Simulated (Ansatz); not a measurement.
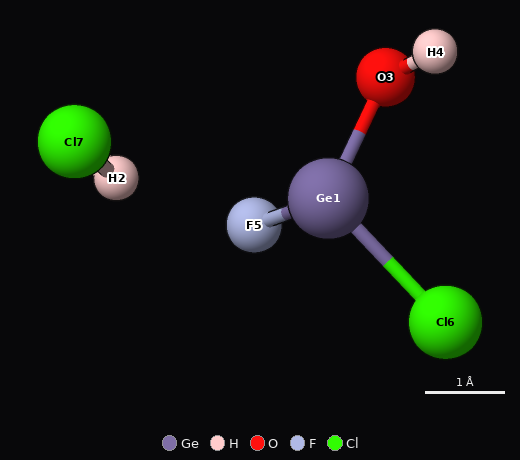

Fig. 1: The input geometry (ball-and-stick view, seen at a tilt; atoms are numbered from 1 in the order of the input). Sticks mark near contacts.

# Nudged elastic band of GeH$_{2}$Cl$_{2}$OF

The run: nudged elastic band of GeH$_{2}$Cl$_{2}$OF, multiplicity 2. Method and program: UKS PBE0/def2-SVP (Ansatz 0.2.0).

It belongs to a series of runs on one base structure; here: band between the two ends. Figures and captions count atoms from 1; the log counts them from 0 in places.

Input file:
```yaml
crystal:
  periodic: [false, false, false]
  atoms:
    - { symbol: Ge, position_ang: [0.114069, -0.72654, 0.002715] }
    - { symbol: H, position_ang: [-0.438089, 0.852403, 2.299533] }
    - { symbol: O, position_ang: [1.576197, 0.003872, -0.670582] }
    - { symbol: H, position_ang: [2.203415, -0.64387, -1.01696] }
    - { symbol: F, position_ang: [-0.818366, 0.711957, 0.385663] }
    - { symbol: Cl, position_ang: [-1.024369, -1.77417, -1.528919] }
    - { symbol: Cl, position_ang: [0.204843, 0.183648, 3.204349] }
magnetization:
  spin_polarized: true
  initial_magnetization: 1
basis:
  gaussian: { orbitals: def2-SVP }
hamiltonian:
  xc: pbe0
neb:
  order_check: false
  images: 7
  f_tol: 0.05
  max_iterations: 60
  final_atoms:
    - { symbol: Ge, position_ang: [-0.58153061, -0.11217378, -0.81833664] }
    - { symbol: H, position_ang: [0.82288928, 0.74497097, 3.28517387] }
    - { symbol: O, position_ang: [0.9918408, 0.29576738, -0.12777222] }
    - { symbol: H, position_ang: [1.11468162, -0.11196237, 0.74483164] }
    - { symbol: F, position_ang: [-0.49672817, 0.57742933, -2.40864686] }
    - { symbol: Cl, position_ang: [-0.80176442, -2.26409038, -1.05758774] }
    - { symbol: Cl, position_ang: [0.76831151, -0.52264114, 3.05813695] }
  initial_path:
    images:
      - { positions_ang: [[0.114069, -0.72654, 0.002715], [-0.438089, 0.852403, 2.299533], [1.576197, 0.003872, -0.670582], [2.203415, -0.64387, -1.01696], [-0.818366, 0.711957, 0.385663], [-1.024369, -1.77417, -1.528919], [0.204843, 0.183648, 3.204349]] }
      - { positions_ang: [[0.07616303, -0.5511433, 0.00591051], [-0.31885826, 0.62458388, 2.17803862], [1.58051479, 0.04881325, -0.66291071], [2.15612405, -0.66339508, -0.96064092], [-0.86562355, 0.84721513, 0.16944828], [-0.99167876, -1.8139239, -1.32774708], [0.1810587, 0.11515001, 3.27370029]] }
      - { positions_ang: [[0.03825706, -0.3757466, 0.00910603], [-0.19962753, 0.39676477, 2.05654425], [1.58483258, 0.0937545, -0.65523942], [2.10883311, -0.68292016, -0.90432183], [-0.9128811, 0.98247327, -0.04676643], [-0.95898852, -1.85367781, -1.12657517], [0.15727441, 0.04665203, 3.34305158]] }
      - { positions_ang: [[0.00035108, -0.20034989, 0.01230154], [-0.08039679, 0.16894565, 1.93504987], [1.58915036, 0.13869575, -0.64756813], [2.06154216, -0.70244524, -0.84800275], [-0.96013864, 1.1177314, -0.26298115], [-0.92629829, -1.89343171, -0.92540325], [0.13349011, -0.02184596, 3.41240287]] }
      - { positions_ang: [[-0.03755489, -0.02495319, 0.01549705], [0.03883395, -0.05887347, 1.81355549], [1.59346815, 0.18363701, -0.63989684], [2.01425122, -0.72197032, -0.79168366], [-1.00739619, 1.25298954, -0.47919587], [-0.89360805, -1.93318562, -0.72423133], [0.10970581, -0.09034395, 3.48175416]] }
      - { positions_ang: [[-0.17354882, -0.04675834, -0.19296137], [0.23484778, 0.14208764, 2.18146009], [1.44306131, 0.2116696, -0.51186568], [1.78935882, -0.56946833, -0.40755484], [-0.87972919, 1.08409949, -0.96155862], [-0.87064714, -2.01591181, -0.80757044], [0.27435724, -0.19841825, 3.37584986]] }
      - { positions_ang: [[-0.30954275, -0.06856349, -0.40141979], [0.43086161, 0.34304875, 2.54936468], [1.29265447, 0.23970219, -0.38383453], [1.56446642, -0.41696635, -0.02342601], [-0.75206218, 0.91520943, -1.44392137], [-0.84768623, -2.098638, -0.89090954], [0.43900866, -0.30649254, 3.26994556]] }
      - { positions_ang: [[-0.44553668, -0.09036863, -0.60987821], [0.62687544, 0.54400986, 2.91726927], [1.14224763, 0.26773479, -0.25580338], [1.33957402, -0.26446436, 0.36070281], [-0.62439518, 0.74631938, -1.92628411], [-0.82472533, -2.18136419, -0.97424864], [0.60366009, -0.41456684, 3.16404126]] }
      - { positions_ang: [[-0.58153061, -0.11217378, -0.81833664], [0.82288928, 0.74497097, 3.28517387], [0.9918408, 0.29576738, -0.12777222], [1.11468162, -0.11196237, 0.74483164], [-0.49672817, 0.57742933, -2.40864686], [-0.80176442, -2.26409038, -1.05758774], [0.76831151, -0.52264114, 3.05813695]] }
```

Command:
```bash
ansatz run input.yaml --threads 4 --pin off --max-ram 5120MiB --backend cpu --events-out ev --progress --plain --runs-dir out
```

What the program printed:
```
Engine: ansatz 0.2.0, x86_64-unknown-linux-gnu
Functional definition: PBE0
  parameter a = 0.25
  parameter kappa = 0.804
  parameter beta = 0.06672455060314922
  exchange = (1 - a)*pbe_x(kappa = kappa, mu = beta*pi^2/3) + a*exact_x
  correlation = pbe_c(beta = beta)
1065 factors; integrals over basis functions are off by at most 3.0e-4 eV
mean field evaluation 1: about -86317.5153 eV, gradient 4.0e1 eV
mean field evaluation 2: about -86295.9628 eV, gradient 8.3e1 eV
mean field evaluation 4: about -86323.0798 eV, gradient 5.8e0 eV
mean field evaluation 8: about -86323.2098 eV, gradient 1.7e-1 eV
mean field evaluation 16: about -86323.2100 eV, gradient 1.4e-4 eV
mean field -86323.20998914 eV, -3172.3194551277 hartree, gradient 4.0e-5 eV, S^2 0.753236; 0 other end points of the search recorded, 0 dependent functions left out
the calculation of the forces begins
reference -86323.21001314 eV, -3172.3194560095 hartree; 43, 42 occupied and 63, 64 virtual orbitals, 1065 factors
1059 factors; integrals over basis functions are off by at most 5.1e-4 eV
mean field evaluation 32: about -86323.1326 eV, gradient 3.8e-4 eV
mean field -86323.13261881 eV, -3172.3166118205 hartree, gradient 1.9e-5 eV, S^2 0.753180; 0 other end points of the search recorded, 0 dependent functions left out
[... from here on the field's lines of each further geometry are left out, up to the last ...]
NEB iter   1: max|band force component| = 2.131e1 eV/Å  barrier→ = 6.2552 eV  barrier← = 6.1778 eV  Δτ_max = 0.2000 Å  (286 SCF iters)
NEB iter   2: max|band force component| = 6.221e0 eV/Å  barrier→ = 1.0655 eV  barrier← = 0.9881 eV  Δτ_max = 0.2000 Å  (251 SCF iters)
NEB iter   3: max|band force component| = 3.161e0 eV/Å  barrier→ = 0.5694 eV  barrier← = 0.4920 eV  Δτ_max = 0.1977 Å  (244 SCF iters)
NEB iter   4: max|band force component| = 1.341e0 eV/Å  barrier→ = 0.4036 eV  barrier← = 0.3262 eV  Δτ_max = 0.1985 Å  (246 SCF iters)
NEB iter   5: max|band force component| = 1.187e0 eV/Å  barrier→ = 0.3396 eV  barrier← = 0.2622 eV  Δτ_max = 0.2000 Å  (233 SCF iters)
NEB iter   6: max|band force component| = 8.411e-1 eV/Å  barrier→ = 0.3107 eV  barrier← = 0.2333 eV  Δτ_max = 0.1977 Å  (232 SCF iters)
NEB iter   7: max|band force component| = 2.347e0 eV/Å  barrier→ = 0.3158 eV  barrier← = 0.2384 eV  Δτ_max = 0.1022 Å  (232 SCF iters)
NEB iter   8: max|band force component| = 5.220e-1 eV/Å  barrier→ = 0.2651 eV  barrier← = 0.1878 eV  Δτ_max = 0.1979 Å  (236 SCF iters)
NEB iter   9: max|band force component| = 3.772e-1 eV/Å  barrier→ = 0.2410 eV  barrier← = 0.1636 eV  CI = image 3  Δτ_max = 0.1969 Å  (228 SCF iters)
NEB iter  10: max|band force component| = 3.933e-1 eV/Å  barrier→ = 0.2164 eV  barrier← = 0.1391 eV  CI = image 3  Δτ_max = 0.1965 Å  (232 SCF iters)
NEB iter  11: max|band force component| = 4.454e-1 eV/Å  barrier→ = 0.1964 eV  barrier← = 0.1191 eV  CI = image 3  Δτ_max = 0.1009 Å  (234 SCF iters)
NEB iter  12: max|band force component| = 4.465e-1 eV/Å  barrier→ = 0.1889 eV  barrier← = 0.1115 eV  CI = image 3  Δτ_max = 0.0998 Å  (232 SCF iters)
NEB iter  13: max|band force component| = 3.817e-1 eV/Å  barrier→ = 0.1809 eV  barrier← = 0.1036 eV  CI = image 3  Δτ_max = 0.0998 Å  (234 SCF iters)
NEB iter  14: max|band force component| = 3.027e-1 eV/Å  barrier→ = 0.1749 eV  barrier← = 0.0976 eV  CI = image 3  Δτ_max = 0.0995 Å  (229 SCF iters)
NEB iter  15: max|band force component| = 1.421e-1 eV/Å  barrier→ = 0.1704 eV  barrier← = 0.0930 eV  CI = image 3  Δτ_max = 0.0759 Å  (229 SCF iters)
NEB iter  16: max|band force component| = 1.242e-1 eV/Å  barrier→ = 0.1688 eV  barrier← = 0.0914 eV  CI = image 3  Δτ_max = 0.0829 Å  (236 SCF iters)
NEB iter  17: max|band force component| = 1.834e-1 eV/Å  barrier→ = 0.1685 eV  barrier← = 0.0911 eV  CI = image 3  Δτ_max = 0.0418 Å  (233 SCF iters)
NEB iter  18: max|band force component| = 7.834e-2 eV/Å  barrier→ = 0.1680 eV  barrier← = 0.0906 eV  CI = image 3  Δτ_max = 0.0274 Å  (231 SCF iters)
the calculation of the forces begins
reference -86323.12637807 eV, -3172.3163824773 hartree; 43, 42 occupied and 63, 64 virtual orbitals, 1061 factors
1063 factors; integrals over basis functions are off by at most 3.2e-4 eV
mean field -86323.04229472 eV, -3172.3132924714 hartree, gradient 1.5e-5 eV, S^2 0.753137; 1 other end points of the search recorded, 0 dependent functions left out
the calculation of the forces begins
reference -86323.04231974 eV, -3172.3132933907 hartree; 43, 42 occupied and 63, 64 virtual orbitals, 1063 factors
NEB iter  19: max|band force component| = 4.825e-2 eV/Å  barrier→ = 0.1677 eV  barrier← = 0.0903 eV  CI = image 3  Δτ_max = 0.0000 Å  (444 SCF iters)
```

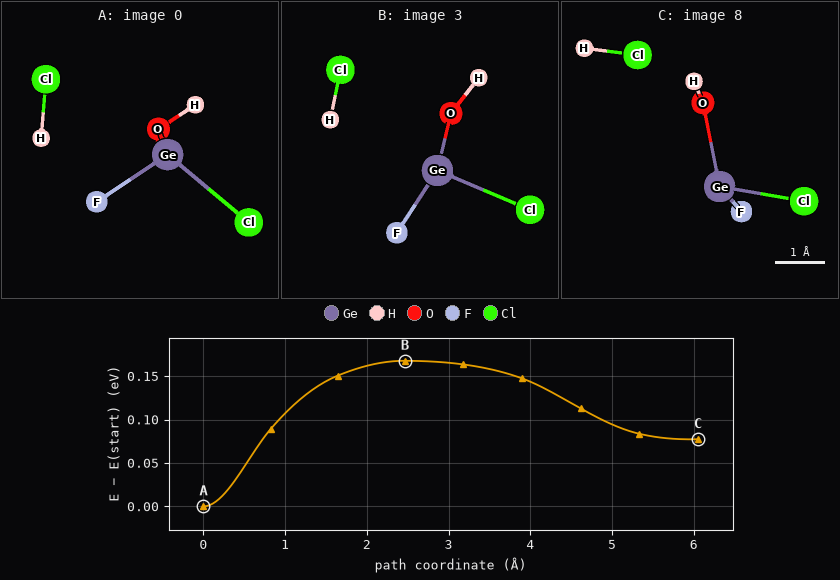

Fig. 2: Images of the last band (counted from 0; ball-and-stick, seen at a tilt) above the energy along the path; the line is a cubic interpolation that uses the forces. The highest image is number 3, 0.168 eV above the start and 0.090 eV above the end (the climbing image); the end lies 0.077 eV above the start. The path is 6.05 Å long. The band converged in 19 iterations.

```
Total energy: -86323.04231974 eV, -3172.3132933907 hartree
Atom 0 at    -0.069226    -0.128886    -0.280633 Å, force     0.023346     0.023823    -0.006335 eV/Å
Atom 1 at    -0.649994    -0.063706     3.434369 Å, force     0.049091     0.000790    -0.009326 eV/Å
Atom 2 at     1.581190     0.122325    -0.867268 Å, force    -0.023546     0.031321    -0.004489 eV/Å
Atom 3 at     2.166175    -0.624355    -0.690878 Å, force     0.010184    -0.037980     0.013685 eV/Å
Atom 4 at    -0.899857     1.242484    -0.949387 Å, force    -0.007601    -0.009845     0.008203 eV/Å
Atom 5 at    -0.928127    -1.923052    -1.178843 Å, force    -0.003836    -0.009351    -0.008883 eV/Å
Atom 6 at     0.617539    -0.017511     3.208440 Å, force    -0.047638     0.001242     0.007145 eV/Å
Dipole moment:     0.108111    -0.304288     0.603678 e Å
this run last wrote the band of iteration 19 to [file]
```

The last band as extended XYZ (Å, eV, eV/Å):
```
7
Properties=species:S:1:pos:R:3:forces:R:3 image=0 energy=-86323.20999
Ge    0.1141   -0.7265    0.0027   -0.0069  -0.0088  -0.0027
H    -0.4381    0.8524    2.2995   -0.0010   0.0013  -0.0019
O     1.5762    0.0039   -0.6706    0.0101   0.0066  -0.0035
H     2.2034   -0.6439   -1.0170   -0.0064  -0.0009   0.0026
F    -0.8184    0.7120    0.3857    0.0000   0.0009  -0.0002
Cl   -1.0244   -1.7742   -1.5289    0.0028   0.0022   0.0036
Cl    0.2048    0.1836    3.2043    0.0014  -0.0012   0.0021
7
Properties=species:S:1:pos:R:3:forces:R:3 image=1 energy=-86323.12105
Ge    0.0822   -0.5839   -0.0992    0.0031  -0.0222   0.0119
H    -0.6613    0.8139    2.8727    0.0140   0.0388  -0.0589
O     1.6035   -0.0146   -0.8029    0.0070   0.0196   0.0029
H     2.2291   -0.7309   -0.9698   -0.0023  -0.0019  -0.0166
F    -0.8375    0.8919   -0.0008    0.0041  -0.0379   0.0730
Cl   -0.9799   -1.8877   -1.4933   -0.0011   0.0138  -0.0130
Cl    0.3817    0.1187    3.1691   -0.0248  -0.0102   0.0006
7
Properties=species:S:1:pos:R:3:forces:R:3 image=2 energy=-86323.05941
Ge    0.0045   -0.3908   -0.2038    0.0090  -0.0149   0.0141
H    -0.7148    0.4378    3.3073    0.0076   0.0129  -0.0086
O     1.6087    0.0018   -0.8406    0.0068   0.0035   0.0020
H     2.2010   -0.7605   -0.8567    0.0010  -0.0050  -0.0116
F    -0.8622    1.0905   -0.4704   -0.0096   0.0023   0.0253
Cl   -0.9526   -1.9237   -1.4308   -0.0016  -0.0038  -0.0210
Cl    0.5331    0.1522    3.1708   -0.0131   0.0051  -0.0002
7
Properties=species:S:1:pos:R:3:forces:R:3 image=3 energy=-86323.04230
Ge   -0.0692   -0.1289   -0.2806    0.0233   0.0238  -0.0063
H    -0.6500   -0.0637    3.4344    0.0491   0.0008  -0.0093
O     1.5812    0.1223   -0.8673   -0.0235   0.0313  -0.0045
H     2.1662   -0.6244   -0.6909    0.0102  -0.0380   0.0137
F    -0.8999    1.2425   -0.9494   -0.0076  -0.0098   0.0082
Cl   -0.9281   -1.9231   -1.1788   -0.0038  -0.0094  -0.0089
Cl    0.6175   -0.0175    3.2084   -0.0476   0.0012   0.0071
7
Properties=species:S:1:pos:R:3:forces:R:3 image=4 energy=-86323.04648
Ge   -0.1830    0.0045   -0.3192   -0.0070   0.0082  -0.0003
H    -0.3494    0.2050    3.3712   -0.0168   0.0044   0.0038
O     1.5077    0.0657   -0.8319    0.0066   0.0100  -0.0138
H     2.0370   -0.6552   -0.4679   -0.0043   0.0015   0.0162
F    -0.9163    1.2291   -1.3099    0.0087  -0.0051  -0.0022
Cl   -1.0671   -1.9072   -0.8774   -0.0077  -0.0073   0.0049
Cl    0.7887   -0.3346    3.1109    0.0204  -0.0116  -0.0086
7
Properties=species:S:1:pos:R:3:forces:R:3 image=5 energy=-86323.06254
Ge   -0.2932    0.0051   -0.3919    0.0137   0.0175  -0.0165
H    -0.0947    0.4164    3.2347    0.0144   0.0018  -0.0057
O     1.4494    0.0665   -0.6862   -0.0008  -0.0061   0.0159
H     1.9498   -0.4619   -0.0506   -0.0247   0.0195   0.0111
F    -0.9100    1.0478   -1.6364    0.0034  -0.0141  -0.0002
Cl   -1.0778   -1.9860   -0.7801   -0.0061  -0.0059   0.0022
Cl    0.7942   -0.4806    2.9862    0.0001  -0.0127  -0.0067
7
Properties=species:S:1:pos:R:3:forces:R:3 image=6 energy=-86323.09719
Ge   -0.4060   -0.0224   -0.4737    0.0019   0.0091  -0.0094
H     0.2445    0.5679    3.1203    0.0269   0.0042  -0.0075
O     1.3575    0.0961   -0.4836    0.0138   0.0007   0.0317
H     1.7432   -0.2875    0.3166   -0.0399   0.0152   0.0105
F    -0.8467    0.8895   -1.8830   -0.0030  -0.0123  -0.0135
Cl   -1.0716   -2.0641   -0.8098   -0.0005  -0.0023  -0.0037
Cl    0.7967   -0.5722    2.8891    0.0008  -0.0145  -0.0082
7
Properties=species:S:1:pos:R:3:forces:R:3 image=7 energy=-86323.12635
Ge   -0.5015   -0.0613   -0.6209    0.0008   0.0077  -0.0059
H     0.5435    0.6685    3.1241    0.0097   0.0210   0.0018
O     1.2056    0.2138   -0.2570   -0.0105   0.0056  -0.0019
H     1.4458   -0.1863    0.5924   -0.0043  -0.0014   0.0162
F    -0.6969    0.7322   -2.1513    0.0002  -0.0037  -0.0088
Cl   -0.9203   -2.1715   -0.9382    0.0013  -0.0045  -0.0038
Cl    0.7416   -0.5880    2.9267    0.0028  -0.0247   0.0024
7
Properties=species:S:1:pos:R:3:forces:R:3 image=8 energy=-86323.13262
Ge   -0.5815   -0.1122   -0.8183    0.0163   0.0096  -0.0022
H     0.8229    0.7450    3.2852   -0.0014  -0.0282  -0.0057
O     0.9918    0.2958   -0.1278   -0.0212  -0.0074  -0.0075
H     1.1147   -0.1120    0.7448    0.0053   0.0023   0.0023
F    -0.4967    0.5774   -2.4086   -0.0003  -0.0051   0.0082
Cl   -0.8018   -2.2641   -1.0576   -0.0002   0.0009  -0.0018
Cl    0.7683   -0.5226    3.0581    0.0015   0.0279   0.0066
```

Summary:

| quantity | value |
| --- | --- |
| outcome | converged |
| barrier, forward | 0.168 eV |
| barrier, backward | 0.090 eV |
| hardware | 4 threads of AMD EPYC (Zen 3), 24 GiB of memory available, shared host |
| wall time | 4.9 min (CPU time 18 min) |
| peak memory | 0.43 GiB |

The order of the saddle point was not checked.
